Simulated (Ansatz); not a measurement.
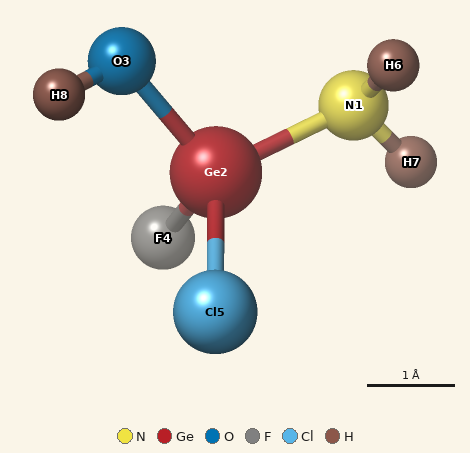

Fig. 1: The input geometry (ball-and-stick view, seen at a tilt; atoms are numbered from 1 in the order of the input). Sticks mark near contacts.

GeNH3ClOF: geometry relaxation

GeNH3ClOF, SMILES [NH2][Ge]([OH])([F])[Cl], computed with RKS PBE0-D4/def2-TZVP (Ansatz 0.2.0).

The geometry: PBE-D4/def2-SVP start. Figures and captions count atoms from 1; the log counts them from 0 in places.

### Input
```yaml
crystal:
  periodic: [false, false, false]
  atoms:
    - {symbol: N, position_ang: [-1.038459, 0.853523, 0.599610]}
    - {symbol: Ge, position_ang: [0.078229, -0.240588, -0.316481]}
    - {symbol: O, position_ang: [0.778709, -1.381852, 0.840668]}
    - {symbol: F, position_ang: [-0.893968, -1.062443, -1.512162]}
    - {symbol: Cl, position_ang: [1.701840, 0.650265, -1.463134]}
    - {symbol: H, position_ang: [-0.562945, 1.402416, 1.324591]}
    - {symbol: H, position_ang: [-1.571957, 1.486202, -0.006912]}
    - {symbol: H, position_ang: [1.600653, -1.764524, 0.478120]}
basis:
  gaussian: {orbitals: def2-TZVP}
hamiltonian: {xc: pbe0, dispersion: d4}
relax: {f_tol: 0.005, max_steps: 150}
```

Command:
```bash
ansatz run in.yaml --threads 4 --pin off --events-out ev --progress --plain --max-ram 10444MiB
```

### The program's output
```
Functional definition: PBE0
  name "PBE0"
  cite "Adamo & Barone, J. Chem. Phys. 110, 6158 (1999) doi:10.1063/1.478522"
  cite "Perdew, Burke & Ernzerhof, Phys. Rev. Lett. 77, 3865 (1996) doi:10.1103/PhysRevLett.77.3865"
  parent pbe
  parameter a = 0.25
  parameter kappa = 0.804
  parameter beta = 0.06672455060314922
  exchange = (1 - a)*pbe_x(kappa = kappa, mu = beta*pi^2/3) + a*exact_x
  correlation = pbe_c(beta = beta)
1263 factors; their error is unknown
mean field evaluation 1: about -75321.7597 eV, gradient 8.2e1 eV
mean field evaluation 2: about -75300.7243 eV, gradient 1.3e2 eV
mean field evaluation 4: about -75332.4804 eV, gradient 7.1e0 eV
mean field evaluation 8: about -75332.5600 eV, gradient 1.3e-1 eV
mean field evaluation 16: about -75332.8782 eV, gradient 4.3e-4 eV
mean field -75332.87824219 eV, -2768.4322129418 hartree, gradient 1.4e-5 eV, S^2 0.000000; 0 other end points of the search recorded, 0 dependent functions left out
the calculation of the forces begins
reference -75332.87826721 eV, -2768.4322138610 hartree; 38, 38 occupied and 158, 158 virtual orbitals, 1263 factors
relax step   1: F+E_penalty+E_count = -75333.03775849 eV  Δ(F+E_penalty+E_count) = +0.000e0 eV  max|allowed force component| = 7.990e-1 eV/Å  Δτ_max = 0.0000 Å  (30 SCF iters, accepted)
these checks for a lower state are left out or cut short: starts, cluster_reference, orbital_swaps, neighbouring_geometries, increment
1263 factors; their error is unknown
mean field -75332.91966078 eV, -2768.4337350468 hartree, gradient 1.5e-5 eV, S^2 0.000000; 0 other end points of the search recorded, 0 dependent functions left out
the calculation of the forces begins
reference -75332.91968558 eV, -2768.4337359583 hartree; 38, 38 occupied and 158, 158 virtual orbitals, 1263 factors
relax step   2: F+E_penalty+E_count = -75333.08041795 eV  Δ(F+E_penalty+E_count) = -4.266e-2 eV  max|allowed force component| = 3.305e-1 eV/Å  Δτ_max = 0.0373 Å  (33 SCF iters, accepted)
these checks for a lower state are left out or cut short: starts, cluster_reference, orbital_swaps, neighbouring_geometries, increment
1263 factors; their error is unknown
mean field evaluation 32: about -75332.9263 eV, gradient 1.5e-5 eV
mean field -75332.92626397 eV, -2768.4339777095 hartree, gradient 1.5e-5 eV, S^2 0.000000; 0 other end points of the search recorded, 0 dependent functions left out
the calculation of the forces begins
reference -75332.92628872 eV, -2768.4339786191 hartree; 38, 38 occupied and 158, 158 virtual orbitals, 1263 factors
relax step   3: F+E_penalty+E_count = -75333.08748127 eV  Δ(F+E_penalty+E_count) = -7.063e-3 eV  max|allowed force component| = 1.098e-1 eV/Å  Δτ_max = 0.0164 Å  (33 SCF iters, accepted)
these checks for a lower state are left out or cut short: starts, cluster_reference, orbital_swaps, neighbouring_geometries, increment
1263 factors; their error is unknown
mean field -75332.92756274 eV, -2768.4340254385 hartree, gradient 1.5e-5 eV, S^2 0.000000; 0 other end points of the search recorded, 0 dependent functions left out
the calculation of the forces begins
reference -75332.92758749 eV, -2768.4340263480 hartree; 38, 38 occupied and 158, 158 virtual orbitals, 1263 factors
relax step   4: F+E_penalty+E_count = -75333.08883052 eV  Δ(F+E_penalty+E_count) = -1.349e-3 eV  max|allowed force component| = 4.628e-2 eV/Å  Δτ_max = 0.0076 Å  (32 SCF iters, accepted)
these checks for a lower state are left out or cut short: starts, cluster_reference, orbital_swaps, neighbouring_geometries, increment
1263 factors; their error is unknown
mean field -75332.92829357 eV, -2768.4340522960 hartree, gradient 1.5e-5 eV, S^2 0.000000; 0 other end points of the search recorded, 0 dependent functions left out
the calculation of the forces begins
reference -75332.92831834 eV, -2768.4340532061 hartree; 38, 38 occupied and 158, 158 virtual orbitals, 1263 factors
relax step   5: F+E_penalty+E_count = -75333.08953544 eV  Δ(F+E_penalty+E_count) = -7.049e-4 eV  max|allowed force component| = 2.865e-2 eV/Å  Δτ_max = 0.0101 Å  (32 SCF iters, accepted)
these checks for a lower state are left out or cut short: starts, cluster_reference, orbital_swaps, neighbouring_geometries, increment
1263 factors; their error is unknown
mean field -75332.92840613 eV, -2768.4340564323 hartree, gradient 1.5e-5 eV, S^2 0.000000; 0 other end points of the search recorded, 0 dependent functions left out
the calculation of the forces begins
reference -75332.92843090 eV, -2768.4340573427 hartree; 38, 38 occupied and 158, 158 virtual orbitals, 1263 factors
relax step   6: F+E_penalty+E_count = -75333.08964020 eV  Δ(F+E_penalty+E_count) = -1.048e-4 eV  max|allowed force component| = 9.534e-3 eV/Å  Δτ_max = 0.0054 Å  (33 SCF iters, accepted)
these checks for a lower state are left out or cut short: starts, cluster_reference, orbital_swaps, neighbouring_geometries, increment
1263 factors; their error is unknown
mean field -75332.92843012 eV, -2768.4340573140 hartree, gradient 1.5e-5 eV, S^2 0.000000; 0 other end points of the search recorded, 0 dependent functions left out
the calculation of the forces begins
reference -75332.92845489 eV, -2768.4340582244 hartree; 38, 38 occupied and 158, 158 virtual orbitals, 1263 factors
relax step   7: F+E_penalty+E_count = -75333.08966672 eV  Δ(F+E_penalty+E_count) = -2.652e-5 eV  max|allowed force component| = 6.319e-3 eV/Å  Δτ_max = 0.0040 Å  (33 SCF iters, accepted)
these checks for a lower state are left out or cut short: starts, cluster_reference, orbital_swaps, neighbouring_geometries, increment
1263 factors; their error is unknown
mean field evaluation 64: about -75332.9284 eV, gradient 2.8e-1 eV
mean field -75332.92844169 eV, -2768.4340577394 hartree, gradient 1.5e-5 eV, S^2 0.000000; 0 other end points of the search recorded, 0 dependent functions left out
the calculation of the forces begins
reference -75332.92846647 eV, -2768.4340586498 hartree; 38, 38 occupied and 158, 158 virtual orbitals, 1263 factors
relax step   8: F+E_penalty+E_count = -75333.08968093 eV  Δ(F+E_penalty+E_count) = -1.421e-5 eV  max|allowed force component| = 3.939e-3 eV/Å  Δτ_max = 0.0061 Å  (32 SCF iters, accepted)
```

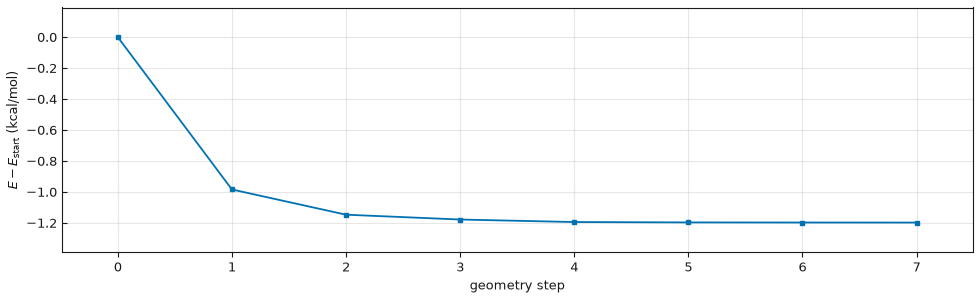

Fig. 2: Progress of the relaxation, step by step (the first geometry is step 0 here and step 1 in the log).

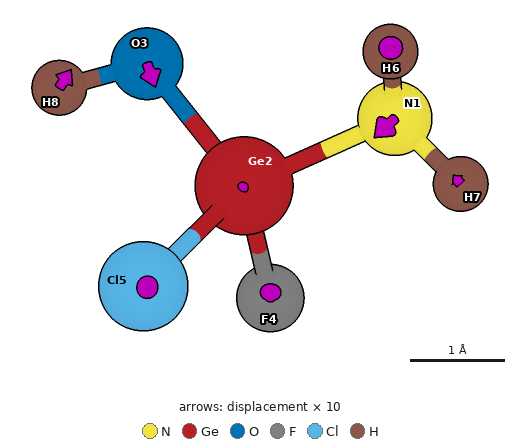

Fig. 3: The starting structure with the displacements as pink arrows, magnified 10 times (ball-and-stick view, seen at a tilt). The two geometries are laid on each other by the best rigid fit. The atom that moves furthest after the best rigid fit is N1 (0.037 Å). By element the largest moves are N 0.037 Å, H 0.036 Å, Cl 0.033 Å, O 0.030 Å, F 0.028 Å, Ge 0.009 Å. Distances before and after: Ge2–Cl5 2.178 → 2.143 Å, Ge2–F4 1.747 → 1.721 Å, Ge2–O3 1.770 → 1.745 Å, N1–Ge2 1.812 → 1.791 Å. Among the angles that change: Ge2–O3–H8 110.1° → 112.6°. After 7 geometry steps the energy has fallen by 1.20 kcal/mol. Largest force component: 0.8 eV/Å at the start, 0.0039 eV/Å at the end. (Atoms are counted from 1 in the order of the input.)

```
1263 factors; their error is unknown
mean field -75332.92844169 eV, -2768.4340577394 hartree, gradient 5.7e-5 eV, S^2 0.000000; 1 other end points of the search recorded, 0 dependent functions left out
the calculation of the forces begins
reference -75332.92846647 eV, -2768.4340586498 hartree; 38, 38 occupied and 158, 158 virtual orbitals, 1263 factors
Total energy: -75333.08970570 eV, -2768.4399840823 hartree
Atom 0 at    -1.010254     0.861159     0.576138 Å, force    -0.000926     0.001756     0.001739 eV/Å
Atom 1 at     0.083836    -0.236758    -0.322080 Å, force    -0.001769    -0.003939    -0.003250 eV/Å
Atom 2 at     0.774062    -1.365118     0.816007 Å, force     0.001919     0.000174     0.002251 eV/Å
Atom 3 at    -0.881260    -1.043063    -1.496292 Å, force     0.001109     0.002885     0.000415 eV/Å
Atom 4 at     1.676578     0.629414    -1.465344 Å, force    -0.000361     0.000314    -0.000762 eV/Å
Atom 5 at    -0.580465     1.371853     1.333689 Å, force     0.000362    -0.000966     0.000859 eV/Å
Atom 6 at    -1.564511     1.479495     0.001927 Å, force     0.000015    -0.000169    -0.001648 eV/Å
Atom 7 at     1.594118    -1.753984     0.500255 Å, force    -0.000350    -0.000055     0.000396 eV/Å
Dipole moment:     0.154971     0.351761     0.230176 e Å
```

### Trajectory as extended XYZ (Å, eV, eV/Å), 8 frames, from step=1 to step=8
```
8
Properties=species:S:1:pos:R:3:forces:R:3 step=1 energy=-75333.03776
N    -1.0385    0.8535    0.5996    0.2344   0.4783  -0.1905
Ge    0.0782   -0.2406   -0.3165   -0.0588  -0.2951  -0.0793
O     0.7787   -1.3819    0.8407    0.3733   0.1645  -0.7990
F    -0.8940   -1.0624   -1.5122    0.4487   0.3747   0.5207
Cl    1.7018    0.6503   -1.4631   -0.4419  -0.2458   0.2978
H    -0.5629    1.4024    1.3246   -0.2871  -0.3372  -0.4359
H    -1.5720    1.4862   -0.0069    0.3160  -0.3819   0.3706
H     1.6007   -1.7645    0.4781   -0.5847   0.2424   0.3157
8
Properties=species:S:1:pos:R:3:forces:R:3 step=2 energy=-75333.08042
N    -1.0335    0.8544    0.5945    0.1500   0.1375  -0.0958
Ge    0.0766   -0.2407   -0.3082   -0.1205  -0.2279  -0.0107
O     0.7811   -1.3793    0.8286    0.0506   0.1340  -0.3305
F    -0.8796   -1.0494   -1.5044    0.1664   0.1491   0.2555
Cl    1.6735    0.6344   -1.4447   -0.0434  -0.0100   0.0374
H    -0.5646    1.3971    1.3130   -0.1021  -0.1044  -0.0896
H    -1.5586    1.4804   -0.0080    0.0597  -0.1210   0.1051
H     1.5972   -1.7539    0.4734   -0.1608   0.0427   0.1286
8
Properties=species:S:1:pos:R:3:forces:R:3 step=3 energy=-75333.08748
N    -1.0215    0.8527    0.5861    0.0706   0.0255  -0.0430
Ge    0.0832   -0.2386   -0.3155   -0.1098  -0.0190   0.0751
O     0.7749   -1.3700    0.8204    0.0111   0.0283  -0.0657
F    -0.8819   -1.0474   -1.4883    0.0196   0.0050  -0.0176
Cl    1.6739    0.6421   -1.4454    0.0254   0.0078  -0.0312
H    -0.5665    1.3874    1.3128   -0.0154  -0.0018   0.0350
H    -1.5569    1.4719   -0.0063   -0.0377   0.0016   0.0003
H     1.5869   -1.7551    0.4805    0.0363  -0.0474   0.0470
8
Properties=species:S:1:pos:R:3:forces:R:3 step=4 energy=-75333.08883
N    -1.0181    0.8570    0.5839    0.0463   0.0026  -0.0231
Ge    0.0818   -0.2396   -0.3149   -0.0316   0.0314   0.0462
O     0.7755   -1.3715    0.8174   -0.0041   0.0114  -0.0125
F    -0.8778   -1.0447   -1.4921   -0.0297  -0.0225  -0.0317
Cl    1.6716    0.6380   -1.4507    0.0263   0.0111  -0.0181
H    -0.5706    1.3876    1.3179   -0.0077  -0.0061   0.0236
H    -1.5610    1.4736   -0.0037   -0.0235  -0.0022  -0.0047
H     1.5907   -1.7575    0.4865    0.0241  -0.0257   0.0203
8
Properties=species:S:1:pos:R:3:forces:R:3 step=5 energy=-75333.08954
N    -1.0124    0.8599    0.5803    0.0094   0.0125  -0.0071
Ge    0.0829   -0.2381   -0.3188    0.0208   0.0287   0.0105
O     0.7748   -1.3690    0.8152    0.0054  -0.0056   0.0088
F    -0.8795   -1.0427   -1.4947   -0.0215  -0.0126  -0.0196
Cl    1.6748    0.6357   -1.4590   -0.0037  -0.0050   0.0030
H    -0.5749    1.3834    1.3252   -0.0047  -0.0124  -0.0008
H    -1.5663    1.4736    0.0000   -0.0017  -0.0087   0.0042
H     1.5927   -1.7599    0.4962   -0.0040   0.0032   0.0011
8
Properties=species:S:1:pos:R:3:forces:R:3 step=6 energy=-75333.08964
N    -1.0103    0.8606    0.5785    0.0014   0.0075  -0.0031
Ge    0.0842   -0.2369   -0.3207    0.0078   0.0083  -0.0021
O     0.7745   -1.3669    0.8153    0.0006  -0.0033   0.0095
F    -0.8807   -1.0411   -1.4960   -0.0050  -0.0025  -0.0038
Cl    1.6763    0.6331   -1.4627   -0.0029  -0.0036   0.0030
H    -0.5770    1.3797    1.3286   -0.0021  -0.0064  -0.0015
H    -1.5680    1.4737    0.0016    0.0016  -0.0043   0.0030
H     1.5930   -1.7592    0.4996   -0.0015   0.0044  -0.0050
8
Properties=species:S:1:pos:R:3:forces:R:3 step=7 energy=-75333.08967
N    -1.0098    0.8610    0.5775   -0.0003   0.0022  -0.0021
Ge    0.0844   -0.2365   -0.3215   -0.0002  -0.0013  -0.0027
O     0.7748   -1.3654    0.8157   -0.0019  -0.0029   0.0063
F    -0.8815   -1.0409   -1.4964    0.0023   0.0019   0.0025
Cl    1.6775    0.6305   -1.4638   -0.0007   0.0002  -0.0011
H    -0.5786    1.3769    1.3308   -0.0006  -0.0023  -0.0008
H    -1.5679    1.4748    0.0021    0.0010  -0.0002   0.0015
H     1.5933   -1.7573    0.4998    0.0004   0.0024  -0.0036
8
Properties=species:S:1:pos:R:3:forces:R:3 step=8 energy=-75333.08968
N    -1.0103    0.8612    0.5761   -0.0009   0.0018   0.0017
Ge    0.0838   -0.2368   -0.3221   -0.0018  -0.0039  -0.0032
O     0.7741   -1.3651    0.8160    0.0019   0.0002   0.0023
F    -0.8813   -1.0431   -1.4963    0.0011   0.0029   0.0004
Cl    1.6766    0.6294   -1.4653   -0.0004   0.0003  -0.0008
H    -0.5805    1.3719    1.3337    0.0004  -0.0010   0.0009
H    -1.5645    1.4795    0.0019    0.0000  -0.0002  -0.0016
H     1.5941   -1.7540    0.5003   -0.0003  -0.0001   0.0004
```

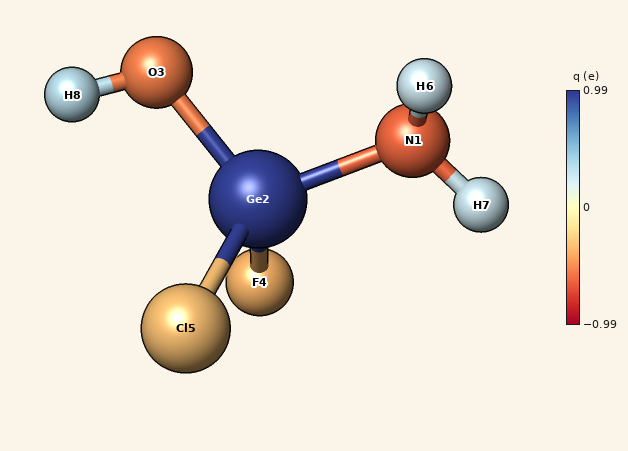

Fig. 4: Mulliken charges, as the colour of each atom (ball-and-stick view, seen at a tilt; atoms are numbered from 1 in the order of the input; Mulliken charges depend strongly on the basis). By element: N −0.60, Ge +0.94, O −0.53, F −0.35, Cl −0.30 and H +0.25 to +0.33 e.

### Summary

```tsv
quantity	value
outcome	converged
total energy	−75333.0897 eV
mean-field energy	−75332.9285 eV
dispersion energy	−0.1612 eV
SCF solution under orbital rotations	stable
largest force (length of the vector) at the end	0.005 eV/Å
dipole moment	2.15 D
hardware	4 threads of Arm Neoverse V1, 23 GiB of memory available, shared host
wall time	34 s (CPU time 2.1 min)
peak memory	0.58 GiB
```
